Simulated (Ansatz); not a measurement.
# A computed series for HgS: response to strain

Consider HgS in the zinc blende structure (space group F-43m, No. 216; a = 5.992 Å).

Strains are applied to the cell and any free atomic positions relax.

Computed with Kohn–Sham DFT with the PBE functional, run in Ansatz (a quantum-chemistry and plane-wave program) with PAW and 420 eV plane waves, scalar-relativistic without spin-orbit coupling.

Notes on the quantities. energy relative to the base: free energy F.

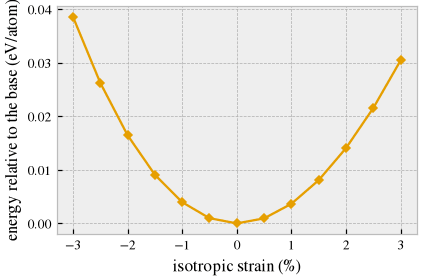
Fig. 1. Energy relative to the base against isotropic strain

### Question
From the plot, what is the energy relative to the base for isotropic strain +1.50 %?

### Answer
About 0.008 eV/atom.

### Question
Is the trend monotonic over the range shown?

### Answer
No, it turns within the range, spanning 0 meV/atom to +39 meV/atom.

The mesh was chosen for an insulator and is coarse for the gapless case. Whether these cells are dynamically stable was not tested. The final runs are not spin-polarised.
